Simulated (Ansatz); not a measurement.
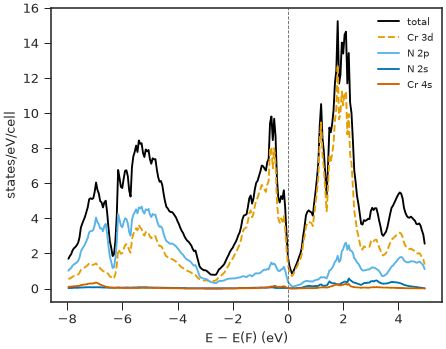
Fig. 1. Total and projected density of states of CrN in space group Pmmn (No. 59; Cr on 2a, N on 2b), plane-wave PAW PBEsol (Ansatz code)

Problem. Which orbitals carry the states next to the Fermi level?

Solution. Within 0.5 eV of the Fermi level: Cr 3d 79 %, N 2p 18 %. Projections are on Löwdin-orthogonalised atomic valence shells; empty p or d shells of many metals are not among them.

Problem. Where is the tallest occupied peak in this window, and what makes it?

Solution. Near -0.6 eV, about 9.8 states/eV per cell; the largest projected share is Cr 3d.

The workflow started from a Materials Project entry (that database holds measured and hypothetical structures alike); the Crystallography Open Database copy checked does not list it. COD files the formula under space group No. 225. Its standing as an ambient phase is unchecked. The cell was relaxed with PBEsol under the symmetry of its start, as lowered by the spin order; its stability against distortions is not shown here. Magnetic state: antiferromagnetic, chosen from 5 collinear starts compared on coarse meshes (ties went to the first, and starts can fall back to one state), not a proven ground state. No Hubbard U is applied.

Potentials: the later of the program's two PAW sets.
